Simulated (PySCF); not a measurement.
# C2H2ClF (cis-1-Chloro-2-Fluoroethylene): the cost of one run

Programs: PySCF 2.14.0, with density-fitted response routines of our own. Each step states its level of theory. These are calculated values for one molecule, in the gas phase or a continuum, unless marked as measured. Atoms count from 0, in the outputs and in this text.

**1. Starting geometry**

6 atoms, charge 0, multiplicity 1; geometry from: GFN2-xTB. The atoms were then displaced at random by about 0.01 Å, so the start is not that level's minimum.

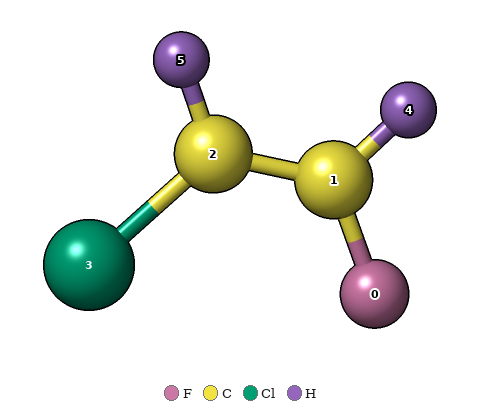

As it starts; fluorine pink, carbon yellow, chlorine teal, hydrogen purple, atoms numbered.

**2. Geometry optimisation at PBE0-D3(BJ)/def2-TZVP**

What the job is given:

```
{"job": {"xc": "PBE0", "basis": "def2-TZVP", "d3": "d3bj", "grid": 2, "shake": 0.01, "kind": "geom"}, "charge": 0, "multiplicity": 1}
F     -1.152190     1.256290    -0.055770
C     -0.703370     0.029220    -0.039220
C      0.571510    -0.256340     0.016130
Cl     1.868700     0.928160     0.080040
H     -1.484310    -0.715150    -0.084710
H      0.923820    -1.272200     0.038860
```

The run is started by

```
OMP_NUM_THREADS=1 python probes_run.py task.json out
```

This one command runs all jobs of the session in turn.

**Question.** How long does this first job take on 1 thread of Arm Neoverse N1, shared host, and how much memory does it need?

About 73 s, with a peak of 0.54 GiB.
